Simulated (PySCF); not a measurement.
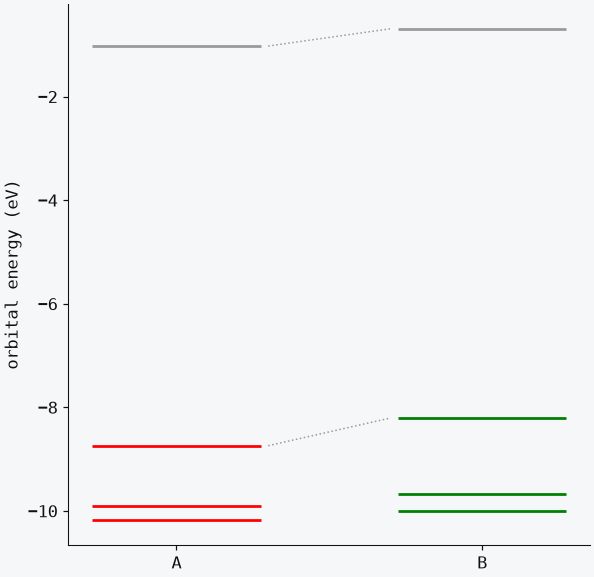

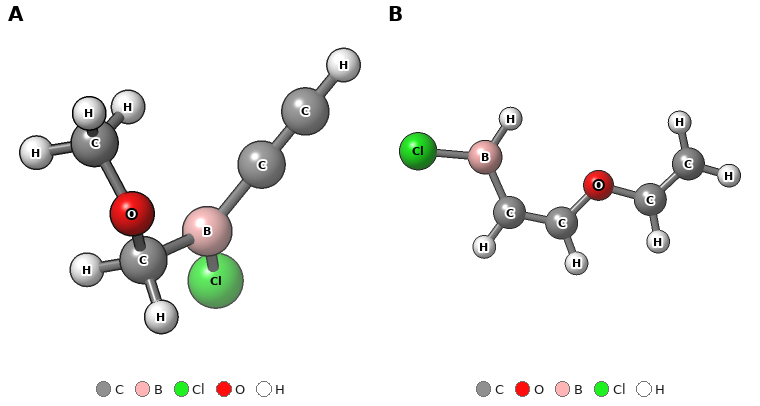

Related molecules: A is C₄H₆BClO, SMILES C#CB(Cl)COC; B is C₄H₆BClO, SMILES C=CO/C=C\BCl. Frontier orbital energies, CAM-B3LYP/def2-SVPD, PySCF 2.14.0, at a GFN2-xTB geometry (no frequency check); drawn are at most three filled levels and, in grey, the LUMO with any level within 0.03 eV of it; dotted lines join the HOMOs and the LUMOs.

Q: What does the change do to the frontier levels?

A: From A to B the HOMO rises by 0.53 eV and the LUMO rises by 0.33 eV, so the separation goes from 7.72 to 7.52 eV.

Limits of at least one run: one conformer of a flexible molecule; the tight-binding geometry is rougher than a DFT one and adds to the error.
